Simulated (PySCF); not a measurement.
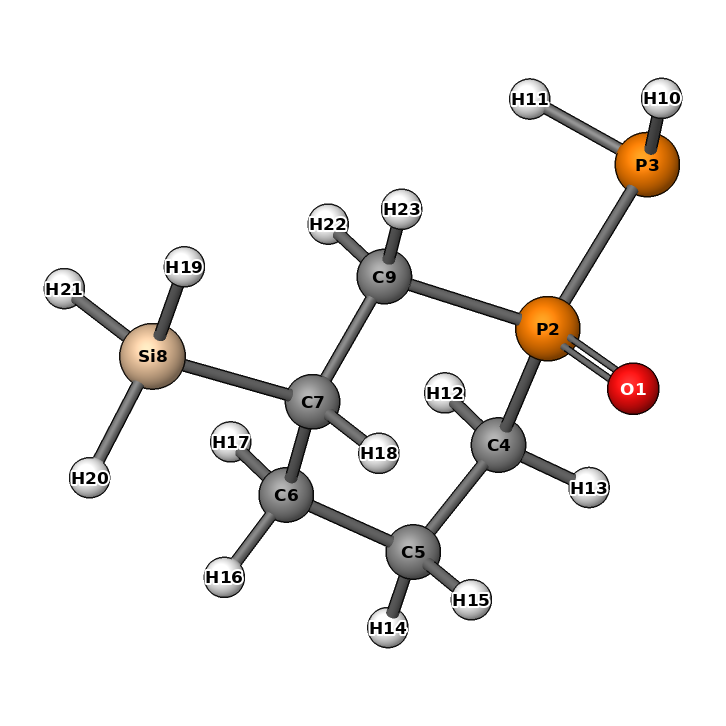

The questions are on ESP-fitted charges. The geometry was computed by an optimisation with GFN2-xTB. No frequency run is at hand to confirm it as a minimum. Level of theory: PBE0/pcSseg-1, gas phase (PySCF 2.14.0).

Give the ESP-fitted charges atom by atom.

| atom | value (e) |
| --- | --- |
| O1 | −0.61 |
| P2 | 0.89 |
| P3 | −0.33 |
| C4 | −0.37 |
| C5 | 0.06 |
| C6 | −0.34 |
| C7 | 0.24 |
| Si8 | 0.26 |
| C9 | −0.79 |
| H10 | 0.14 |
| H11 | 0.11 |
| H12 | 0.13 |
| H13 | 0.11 |
| H14 | 0.04 |
| H15 | 0.05 |
| H16 | 0.09 |
| H17 | 0.11 |
| H18 | 0.05 |
| H19 | −0.07 |
| H20 | −0.09 |
| H21 | −0.08 |
| H22 | 0.20 |
| H23 | 0.20 |

The geometry is semi-empirical. Around P, Si such bond lengths and angles can be off by a tenth of an ångström or more and by several degrees, and values that hang on the shape move with them.
